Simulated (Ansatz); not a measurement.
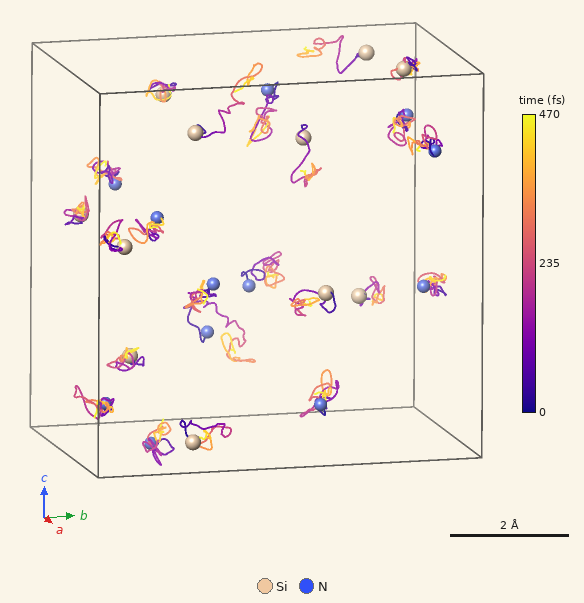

Molecular dynamics of an amorphous cell of composition Si11N12 (23 atoms in the cell), 470 fs long. It starts from the last geometry of an earlier run, with fresh velocities. Lines trace each atom's path, coloured by time; spheres stand at the starting positions. Seen slightly off an axis in the simulation cell.

Level of theory: DFT PBE, scalar-relativistic, plane waves, PAW (Ansatz). Set-up: plane-wave cutoff 420 eV; k-point mesh 1 × 1 × 1; Fermi-Dirac smearing 0.138 eV; set temperature 1600 K; time step 2 fs.

How do the atoms move?

Root-mean-square distances from the starting positions over the second half, with the common drift of all atoms taken out: N 0.64 Å, Si 0.63 Å. Against the typical shortest distance between atoms in the first frame, about 1.7 Å these are large excursions, but over 470 fs one can't yet tell strong vibration from the start of diffusion. Bond changes: 5 N–Si bonds break between 46 fs and 402 fs; 4 Si–Si bonds form between 104 fs and 328 fs; 2 Si–Si bonds break between 162 fs and 458 fs; 5 N–Si bonds form between 164 fs and 264 fs.

Limits of the set-up: the periodic images lie only 6.4 Å apart, so the values are limited by the cell's size.

The run took 4.3 min on 2 threads of Arm Neoverse V2, on a shared host, peak memory 0.42 GiB.
